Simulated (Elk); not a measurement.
Band structure of InRh (Pm-3m, 2 atoms in the cell).

```xyz
2
Lattice="3.2097 0.0000 0.0000 0.0000 3.2097 0.0000 0.0000 0.0000 3.2097" Properties=species:S:1:pos:R:3 pbc="T T T"
In     0.0000     0.0000     0.0000
Rh     1.6048     1.6048     1.6048
```

Level of theory: PBEsol, all-electron FP-LAPW, Elk's shipped species files, default APW+lo basis run with Elk.

Settings: xctype = 22; rgkmax = 7; stype = 0; swidth = 0.00734986 Ha; ngridk = 10 10 10.

The starting cell comes from a database of computed structures (which also holds hypothetical and non-ambient phases and stackings), without a prior relaxation at this level. Spin polarisation is off. Values depend on the basis (sphere radii, cutoffs, local orbitals), which need not be converged.

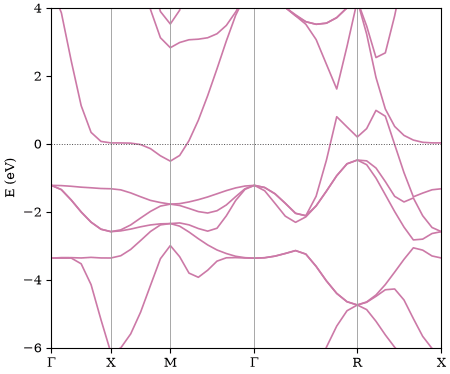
Figure: Bands along the path, energies from the Fermi level.

Levels in eV from the Fermi level, bands 15 to 22:
```csv
point,15,16,17,18,19,20,21,22
Γ,-3.37,-1.22,-1.22,-1.22,4.58,4.58,4.58,10.81
X,-3.36,-2.59,-2.59,-1.32,0.03,10.28,10.69,10.69
M,-2.35,-2.35,-1.78,-1.78,-0.51,2.83,3.53,10.10
R,-4.75,-0.48,-0.48,0.20,4.22,4.22,4.22,5.61
```

Bands cross the Fermi level along this path, so the cell is metallic at this level.
